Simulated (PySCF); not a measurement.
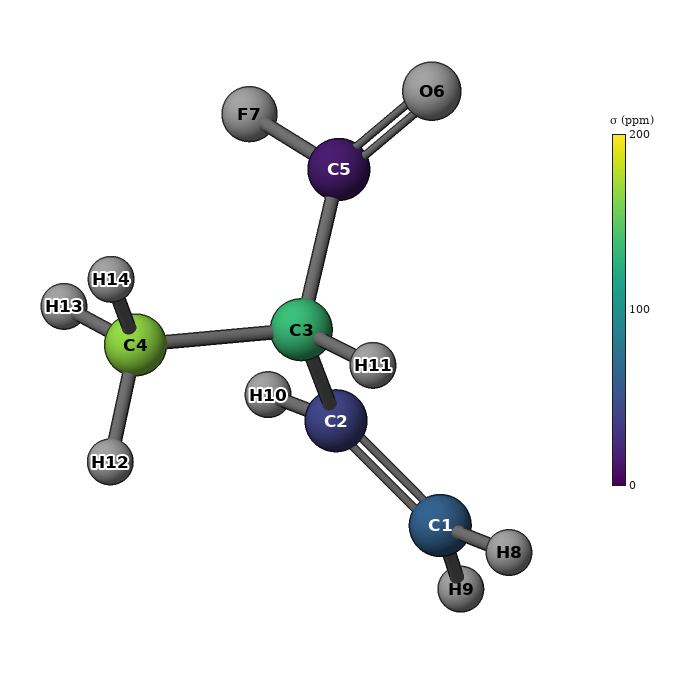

Atoms are coloured by their isotropic NMR shieldings (C only, the others grey). The geometry was computed by an optimisation with GFN2-xTB. No frequency run is at hand to confirm it as a minimum. Properties computed with GIAO PBE0/pcSseg-1 NMR shielding, non-relativistic, gas phase (PySCF 2.14.0).

List the isotropic NMR shieldings of the C atoms.

```json
{"atom": "C1", "σ (ppm)": "61.1"}
{"atom": "C2", "σ (ppm)": "41.9"}
{"atom": "C3", "σ (ppm)": "135.8"}
{"atom": "C4", "σ (ppm)": "166.7"}
{"atom": "C5", "σ (ppm)": "15.7"}
```
